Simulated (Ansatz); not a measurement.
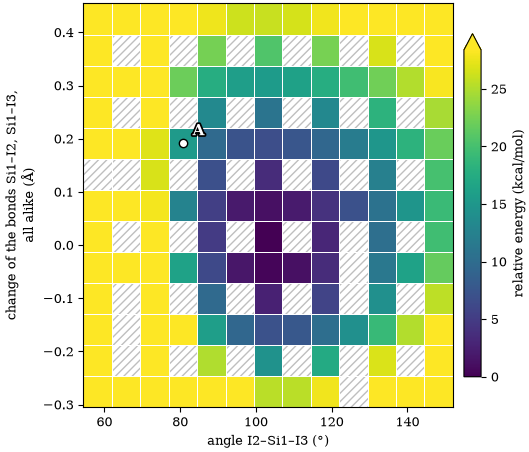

SiI2. 
- The first coordinate is: angle I2–Si1–I3; the second: change of the bonds Si1–I2, Si1–I3, all alike.
- Nothing is relaxed (all other coordinates rigid).
- Grid: 13 × 13 points. At 40 points there is no value.
- Points are written as (first, second).
- Energies: kcal/mol, counted from the lowest grid point.
- All numbers below come from Ansatz 0.2.0, RKS PBE-D4/def2-TZVP.

The picture shows one coloured cell a grid point, one colour for all values above the top of the scale, hatched blanks where no value was computed, the point A.

Q: Is A at rest? If not, where is it pushed?

A: A, at (80.7°, 0.191 Å), is not a stationary point. The computed force is 1.1 kcal/mol for each degree towards larger values of angle I2–Si1–I3 and 42 kcal/mol for each Å towards smaller values of the second coordinate.
